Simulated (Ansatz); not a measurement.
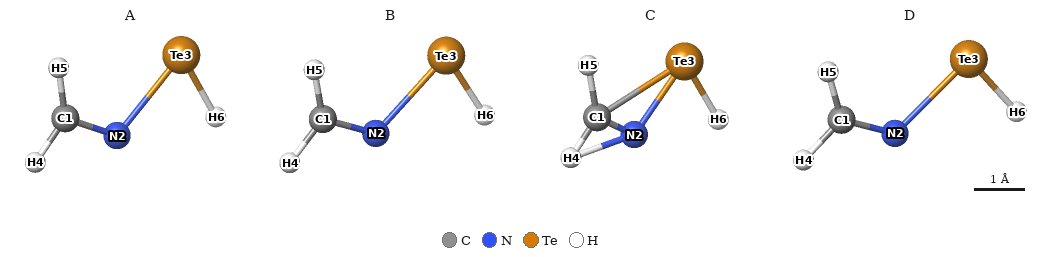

4 geometries from one relaxation of CH3NTe, in shuffled order. Style: ball-and-stick. Shown at a tilt.

It is one of the separated reactants of a reaction.

Theory: RKS PBE-D4/def2-SVP (Ansatz). (force threshold 0.03 eV/Å; at most 250 steps)

> Order the frames from highest to lowest energy.

C, A, B, D. They are steps 0, 2, 3, 11, at +300.7 kcal/mol, +19.9 kcal/mol, +5.76 kcal/mol relative to the last. The largest move after the best rigid fit is that of H6, 0.85 Å. By element the largest moves are H 0.85 Å, Te 0.54 Å, C 0.35 Å, N 0.03 Å. Some distances before and after: Te3–H5 2.144 → 3.121 Å, C1–Te3 2.124 → 2.939 Å, N2–H4 1.428 → 2.038 Å, N2–Te3 1.776 → 2.106 Å. Bonds break: C1–Te3 (2.12 → 2.94 Å). Bond angles that change, for instance: N2–Te3–H6 67.4° → 89.9°, C1–N2–Te3 97.1° → 118.5°, N2–C1–H4 95.4° → 116.7°. After 9 accepted moves (11 points after the start) the energy has fallen by 300.7 kcal/mol. Largest force component: 48 eV/Å at the start, 0.026 eV/Å at the end. The line search rejected the trial steps at points 5, 8 of the run. Cost: 11 s on 2 threads of Arm Neoverse V2 (shared host).
